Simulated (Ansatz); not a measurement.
# C₂H₆ClFSi: one change and its effect

System: C₂H₆ClFSi, SMILES C[Si](C)(F)Cl.
Method of the first run: RKS PBE0-D4/def2-TZVPP (Ansatz 0.2.0).

The geometry comes from this level: PBE0-D4/def2-TZVP. Text and figures count atoms from 1; the logs count them from 0 in places.

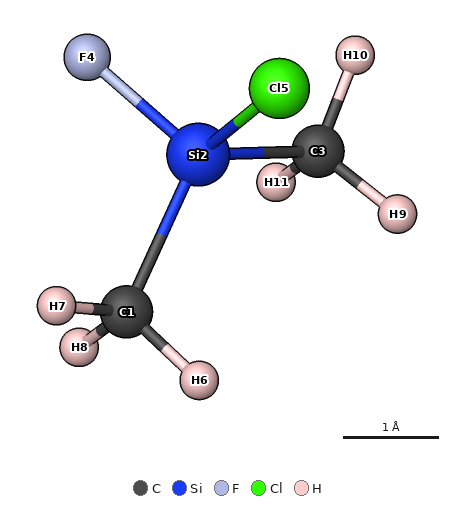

Fig. 1: The structure as given in the input (ball-and-stick view, seen at a tilt; atoms are numbered from 1 in the order of the input). Bond lengths as drawn: Cl–Si 2.06 Å, C–H 1.09 Å, C–Si 1.85 Å and F–Si 1.60 Å.

### The input, the first run
```yaml
crystal:
  periodic: [false, false, false]
  atoms:
    - {symbol: C, position_ang: [-1.542887, 0.284103, 0.276294]}
    - {symbol: Si, position_ang: [0.123270, 0.337629, -0.519583]}
    - {symbol: C, position_ang: [1.396771, -0.752666, 0.256186]}
    - {symbol: F, position_ang: [-0.035570, -0.082963, -2.053337]}
    - {symbol: Cl, position_ang: [0.807111, 2.276389, -0.514495]}
    - {symbol: H, position_ang: [-1.481749, 0.601645, 1.319629]}
    - {symbol: H, position_ang: [-2.237483, 0.947615, -0.242759]}
    - {symbol: H, position_ang: [-1.947636, -0.730923, 0.247269]}
    - {symbol: H, position_ang: [1.561571, -0.471028, 1.298606]}
    - {symbol: H, position_ang: [2.347350, -0.669973, -0.274560]}
    - {symbol: H, position_ang: [1.074551, -1.796830, 0.227248]}
basis:
  gaussian: {orbitals: def2-TZVPP}
hamiltonian: {xc: pbe0, dispersion: d4}
output: {orbitals: {seedname: orbitals}}
```

Command:
```bash
ansatz run in.yaml --threads 4 --pin off --events-out ev --progress --plain --max-ram 10444MiB
```

Hardware: 4 threads of Arm Neoverse V2, 23 GiB of memory available, shared host.

### Output (the first run)
```
Functional definition: PBE0
  parameter a = 0.25
  parameter kappa = 0.804
  parameter beta = 0.06672455060314922
  exchange = (1 - a)*pbe_x(kappa = kappa, mu = beta*pi^2/3) + a*exact_x
  correlation = pbe_c(beta = beta)
1486 factors; their error is unknown
mean field evaluation 1: about -25273.4706 eV, gradient 7.0e1 eV
mean field evaluation 2: about -25271.1026 eV, gradient 7.4e1 eV
mean field evaluation 4: about -25283.3603 eV, gradient 3.4e0 eV
mean field evaluation 8: about -25283.3729 eV, gradient 5.0e-2 eV
mean field evaluation 16: about -25283.4239 eV, gradient 2.5e-5 eV
mean field -25283.42394973 eV, -929.1486924322 hartree, gradient 2.5e-5 eV, S^2 0.000000; 0 other end points of the search recorded, 0 dependent functions left out
reference -25283.42398080 eV, -929.1486935740 hartree; 29, 29 occupied and 232, 232 virtual orbitals, 1486 factors
Total energy: -25283.63866483 eV, -929.1565830667 hartree
```

The input of the second run differs as follows (lines with − go, lines with + come):
```diff
-  gaussian: {orbitals: def2-TZVPP}
+  gaussian: {orbitals: "def2-QZVPP.json"}
```

How does the second run compare with the first run?

The total energy of the second run is 21.2 kcal/mol lower, which measures the change of basis and not a stability. The LUMO goes from 0.95 to 0.41 eV. The basis functions go from 261 to 491. On the same kind of shared host the second run took about 2.8 times as long.

### Output (the second run)
```
Functional definition: PBE0
  parameter a = 0.25
  parameter kappa = 0.804
  parameter beta = 0.06672455060314922
  exchange = (1 - a)*pbe_x(kappa = kappa, mu = beta*pi^2/3) + a*exact_x
  correlation = pbe_c(beta = beta)
1656 factors; their error is unknown
mean field evaluation 1: about -25273.4509 eV, gradient 7.3e1 eV
mean field evaluation 2: about -25270.6708 eV, gradient 7.8e1 eV
mean field evaluation 4: about -25284.3080 eV, gradient 3.9e0 eV
mean field evaluation 8: about -25284.3257 eV, gradient 5.5e-2 eV
mean field evaluation 16: about -25284.3453 eV, gradient 2.2e-5 eV
mean field -25284.34534987 eV, -929.1825532628 hartree, gradient 2.2e-5 eV, S^2 0.000000; 0 other end points of the search recorded, 0 dependent functions left out
reference -25284.34538929 eV, -929.1825547117 hartree; 29, 29 occupied and 462, 462 virtual orbitals, 1656 factors
Total energy: -25284.56007333 eV, -929.1904442043 hartree
```

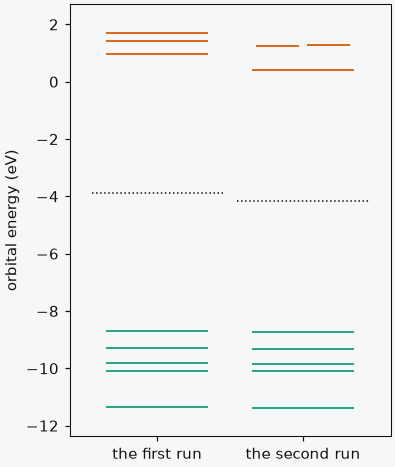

Fig. 2: The five highest filled and three lowest empty orbital energies of the two runs; the dotted lines part filled from empty levels. The HOMO–LUMO gap is 9.66 eV in the first run and 9.14 eV in the second run.

### The two runs side by side

```csv
quantity,the first run,the second run
outcome,converged,converged
total energy (hartree),−929.156583,−929.190444
HOMO (eV),−8.71,−8.73
LUMO (eV),0.95,0.41
basis functions,261,491
wall time (shared host),3.1 s,8.5 s
```
